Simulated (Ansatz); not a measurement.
**Ligand exchange: AuBr + C3H8 → AuH + C3H7Br**

Gas-phase species: AuBr (bromogold), singlet; C3H8 (propane) `CCC`, singlet; AuH, singlet; C3H7Br (2-bromopropane) `CC(C)Br`, singlet. The partners trade Br for H: Au–Br and C–H bonds give way to Au–H and C–Br.

Shapes, held fixed at every level: PBE0-D4/def2-TZVP. Programs: Ansatz 0.2.0. The zero-point and thermal change to 298 K, harmonic and unscaled (PBE0-D4/def2-TZVP), is -11.3 kJ/mol.

```csv
level,kind,ΔH(298 K) (kJ/mol),less CCSD(T)/def2-TZVPP
PBE-D4/def2-TZVPP,GGA,+57.6,-6.3
B3LYP-D4/def2-TZVPP,global hybrid,+72.4,+8.5
BHLYP-D4/def2-TZVPP,global hybrid,+94.3,+30.4
r2SCAN0-D4/def2-TZVPP,global hybrid,+73.8,+9.9
wB97M-V/def2-TZVPP,range-separated hybrid,+83.9,+20.0
wB97X-V/def2-TZVPP,range-separated hybrid,+85.5,+21.6
MP2/def2-TZVPP,perturbation theory,+52.3,-11.6
CCSD(T)/def2-TZVPP,coupled cluster or CI,+63.9,0.0
```

The highest level, CCSD(T)/def2-TZVPP, gives ΔH(298 K) = +63.9 kJ/mol; the levels span +52.3 to +94.3. The column of differences is taken from that level and isn't an error. No measured value is set beside it here. For atoms past krypton def2 sets carry core potentials with scalar relativity. Relativity is left out for Br. Outer-core shells of Au, Br are correlated, in sets that cover them unevenly.

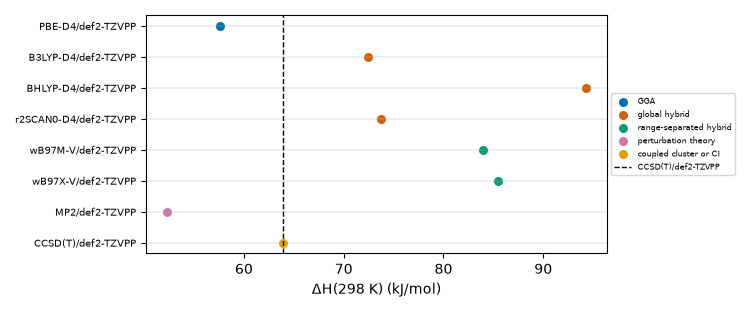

The values of the table, level by level.
